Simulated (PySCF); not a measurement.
**C₆H₆BBr: spin-spin couplings**

What spin-spin couplings should C₆H₆BBr (`BrC1=CC=CC=CB1`) show?

Programs: PySCF 2.14.0, with density-fitted response routines of our own. Each step states its level of theory. These are calculated values for one molecule in the gas phase, unless marked as measured. Atoms are numbered from 0 throughout.

### 1 The molecule as given

14 atoms, charge 0, multiplicity 1; geometry from: GFN2-xTB.

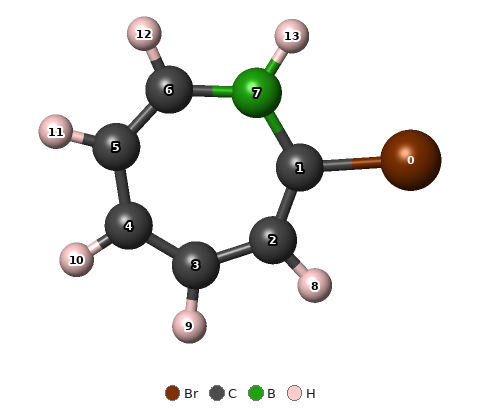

The starting geometry (bromine brown, carbon dark grey, boron green, hydrogen pink), atoms numbered; sticks join atoms by distance.

### 2 Spin-spin couplings: B3LYP/pcSseg-1+pcJ-1

What the job is given:

```
{"job": {"kind": "j", "xc": "B3LYP", "basis": "pcJ-1"}, "charge": 0, "multiplicity": 1}
Br     3.302404     1.217935     0.049463
C      1.482631     0.570576     0.020470
C      1.391397    -0.791847     0.027198
C      0.225979    -1.582068     0.010435
C     -1.094205    -1.224488    -0.014894
C     -1.691194     0.053570    -0.032263
C     -1.086917     1.277429    -0.027073
B      0.390653     1.635401    -0.004140
H      2.314534    -1.363201     0.049451
H      0.419253    -2.648703     0.020067
H     -1.796195    -2.050751    -0.021459
H     -2.777035     0.028093    -0.052919
H     -1.782421     2.111249    -0.042443
H      0.700435     2.766332    -0.004060
```

Method: B3LYP/pcJ-1 Br:pcSseg-1 indirect spin-spin coupling, non-relativistic, gas phase.

The run is started by

```bash
> OMP_NUM_THREADS=1 python probes_run.py task.json out
```

This one command runs all jobs of the session in turn.

Log:

```text
coarse grid: 58424 points
cycle   1  E = -2830.9500978048  dE = -1.352e-01  |g| = 8.113e-01  |ddm| = 3.708e+00
cycle   2  E = -2830.9246106933  dE =  2.549e-02  |g| = 6.175e-01  |ddm| = 9.225e-01
cycle   3  E = -2830.9760917085  dE = -5.148e-02  |g| = 2.984e-01  |ddm| = 8.185e-01
cycle   4  E = -2831.0007492002  dE = -2.466e-02  |g| = 8.104e-02  |ddm| = 3.321e-01
cycle   5  E = -2831.0022546095  dE = -1.505e-03  |g| = 2.661e-02  |ddm| = 9.242e-02
cycle   6  E = -2831.0024598722  dE = -2.053e-04  |g| = 6.676e-03  |ddm| = 3.572e-02
cycle   7  E = -2831.0024696360  dE = -9.764e-06  |g| = 2.365e-03  |ddm| = 7.091e-03
final grid: 123768 points
cycle   8  E = -2831.0024452285  dE =  4.563e-06  |g| = 4.589e-03  |ddm| = 7.611e-03
cycle   9  E = -2831.0024241937  dE =  2.103e-05  |g| = 9.503e-03  |ddm| = 1.382e-02
cycle  10  E = -2831.0024515154  dE = -2.732e-05  |g| = 9.402e-04  |ddm| = 9.175e-03
cycle  11  E = -2831.0024517497  dE = -2.343e-07  |g| = 9.499e-05  |ddm| = 9.433e-04
cycle  12  E = -2831.0024517518  dE = -2.070e-09  |g| = 4.087e-05  |ddm| = 1.393e-04
cycle  13  E = -2831.0024517521  dE = -3.743e-10  |g| = 5.382e-06  |ddm| = 3.211e-05
converged SCF energy = -2831.0024517521

Indirect spin-spin couplings (Hz)
  i      j    bonds     total        FC       PSO       DSO        SD
  1 C    2 C    1     62.546    70.742    -8.518     0.321         -
  1 C    3 C    2      5.103     4.698     0.374     0.031         -
  1 C    4 C    3      1.486     1.583    -0.137     0.041         -
  1 C    5 C    3     -1.106    -1.087    -0.069     0.049         -
  1 C    6 C    2      9.353     8.540     0.731     0.082         -
  1 C    7 B    1     71.574    74.048    -3.170     0.384     0.313
  1 C    8 H    2     -6.117    -4.949    -1.155    -0.013         -
  1 C    9 H    3     14.567    14.484     0.408    -0.325         -
  1 C   10 H    4     -1.404    -1.385     0.219    -0.238         -
  1 C   11 H    4      0.253     0.199     0.255    -0.201         -
  1 C   12 H    3     13.170    13.042     0.305    -0.177         -
  1 C   13 H    2     -0.572    -0.254    -0.550     0.231         -
  2 C    3 C    1     60.417    65.881    -5.717     0.253         -
  2 C    4 C    2     -1.023    -1.357     0.346    -0.012         -
  2 C    5 C    3      2.407     2.416    -0.020     0.010         -
  2 C    6 C    3     -1.158    -1.083    -0.096     0.022         -
  2 C    7 B    2      5.339     4.260     0.613     0.011     0.455
  2 C    8 H    1    163.140   162.110    -0.084     1.114         -
  2 C    9 H    2      0.661     1.663    -0.851    -0.151         -
  2 C   10 H    3     11.719    11.737     0.383    -0.402         -
  2 C   11 H    4     -0.948    -0.903     0.259    -0.304         -
  2 C   12 H    4      0.522     0.555     0.246    -0.278         -
  2 C   13 H    3      5.547     5.413     0.413    -0.279         -
  3 C    4 C    1     67.939    75.880    -8.162     0.222         -
  3 C    5 C    2     -0.698    -1.113     0.440    -0.024         -
  3 C    6 C    3      2.573     2.394     0.178     0.001         -
  3 C    7 B    3      0.608     0.520    -0.123     0.017     0.193
  3 C    8 H    2     -0.413     0.519    -0.802    -0.130         -
  3 C    9 H    1    161.019   159.977     0.163     0.880         -
  3 C   10 H    2     -0.580     0.850    -1.145    -0.284         -
  3 C   11 H    3     10.056    10.071     0.430    -0.445         -
  3 C   12 H    4     -1.613    -1.564     0.283    -0.331         -
  4 C    5 C    1     59.748    65.192    -5.666     0.223         -
  4 C    6 C    2      1.896     1.398     0.526    -0.029         -
  4 C    7 B    3      2.068     1.871    -0.042     0.013     0.226
  4 C    8 H    3     10.243    10.244     0.394    -0.396         -
  4 C    9 H    2     -0.911     0.509    -1.131    -0.289         -
  4 C   10 H    1    158.701   157.634     0.215     0.852         -
  4 C   11 H    2      1.969     3.005    -0.804    -0.232         -
  4 C   12 H    3     14.327    14.377     0.393    -0.444         -
  4 C   13 H    4     -0.325    -0.299     0.197    -0.223         -
  5 C    6 C    1     58.073    66.657    -8.776     0.192         -
  5 C    7 B    2      1.855     0.604     0.785    -0.017     0.483
  5 C    8 H    4     -0.983    -0.930     0.250    -0.303         -
  5 C    9 H    3     11.612    11.651     0.405    -0.444         -
  5 C   10 H    2     -0.261     0.806    -0.815    -0.251         -
  5 C   11 H    1    156.831   156.028    -0.026     0.829         -
  5 C   12 H    2     -3.888    -2.204    -1.392    -0.291         -
  5 C   13 H    3      8.522     8.411     0.395    -0.284         -
  6 C    7 B    1     64.582    67.265    -3.269     0.261     0.325
  6 C    9 H    4     -1.284    -1.245     0.305    -0.345         -
  6 C   10 H    3      9.909     9.990     0.394    -0.475         -
  6 C   11 H    2     -2.022    -0.458    -1.173    -0.391         -
  6 C   12 H    1    145.179   144.544    -0.100     0.734         -
  6 C   13 H    2      3.773     4.377    -0.592    -0.012         -
  7 B    8 H    3      6.251     6.120     0.607    -0.481     0.005
  7 B    9 H    4     -0.222    -0.126     0.356    -0.393    -0.058
  7 B   10 H    4     -0.335    -0.274     0.386    -0.393    -0.053
  7 B   11 H    3      9.213     9.126     0.598    -0.496    -0.014
  7 B   12 H    2      0.107     0.743    -0.396    -0.238    -0.002
  7 B   13 H    1    136.271   136.179    -1.387     1.023     0.456
  8 H    9 H    3     11.673    11.556    -0.451     0.568         -
  8 H   10 H    4      0.426     0.358     1.472    -1.404         -
  8 H   11 H    5      0.423     0.446     1.390    -1.413         -
  8 H   12 H    5     -0.531    -0.478     1.374    -1.427         -
  8 H   13 H    4      2.162     2.357     1.334    -1.529         -
  9 H   10 H    3     12.662    12.892    -0.347     0.116         -
  9 H   11 H    4      0.515     0.552     1.527    -1.564         -
  9 H   12 H    5      0.532     0.617     1.433    -1.518         -
 10 H   11 H    3     10.088    10.226    -0.317     0.180         -
 10 H   12 H    4      0.579     0.645     1.532    -1.598         -
 11 H   12 H    3     14.424    14.723    -0.290    -0.009         -
 11 H   13 H    4      0.993     0.950     1.241    -1.198         -
 12 H   13 H    3      7.872     7.762    -0.065     0.175         -
```

Wall time 95 s (1 thread of Arm Neoverse V1, shared host); peak memory 1.2 GiB.

Couplings of 1 Hz or more, nine at most for each number of bonds (isotopes 11B, 13C, 1H):

```
   pair  bonds  J (Hz)  Fermi contact (Hz)  dihedral (°)
  C2–H8      1   163.1               162.1             –
  C3–H9      1   161.0               160.0             –
 C4–H10      1   158.7               157.6             –
 C5–H11      1   156.8               156.0             –
 C6–H12      1   145.2               144.5             –
 B7–H13      1   136.3               136.2             –
  C1–B7      1    71.6                74.0             –
  C3–C4      1    67.9                75.9             –
  C6–B7      1    64.6                67.3             –
  C1–C6      2     9.4                 8.5             –
  C1–H8      2    -6.1                -4.9             –
  C2–B7      2     5.3                 4.3             –
  C1–C3      2     5.1                 4.7             –
 C5–H12      2    -3.9                -2.2             –
 C6–H13      2     3.8                 4.4             –
 C6–H11      2    -2.0                -0.5             –
 C4–H11      2     2.0                 3.0             –
  C4–C6      2     1.9                 1.4             –
  C1–H9      3    14.6                14.5           180
H11–H12      3    14.4                14.7             0
 C4–H12      3    14.3                14.4          -180
 C1–H12      3    13.2                13.0           180
 H9–H10      3    12.7                12.9             0
 C2–H10      3    11.7                11.7          -180
  H8–H9      3    11.7                11.6             0
  C5–H9      3    11.6                11.7           180
  C4–H8      3    10.2                10.2           180
 H8–H13      4     2.2                 2.4             –
 C3–H12      4    -1.6                -1.6             –
 C1–H10      4    -1.4                -1.4             –
  C6–H9      4    -1.3                -1.2             –
```

The spin-dipole term was solved for some atoms only; pairs without it lack that part.

The response was solved for the nuclei of B, C, H alone, so couplings that need other nuclei can be missing.

Quadrupole couplings from the field gradients of the same density:

```
atom  isotope  eQq/h (MHz)     η
 Br0     79Br        551.2  0.17
  B7      11B        4.097  0.17
```

### 3 Results

| quantity | value |
| --- | --- |
| largest coupling of the table (B3LYP/pcSseg-1+pcJ-1) | 1J(C,H) C2–H8, 163.1 Hz |

What this shows: In the run at B3LYP/pcSseg-1+pcJ-1, the largest coupling of the table is C2–H8, 163.1 Hz, of which the Fermi-contact term gives 162.1 Hz. Spin-orbit coupling is left out, which matters for shieldings and couplings at and beside the heavy atoms.
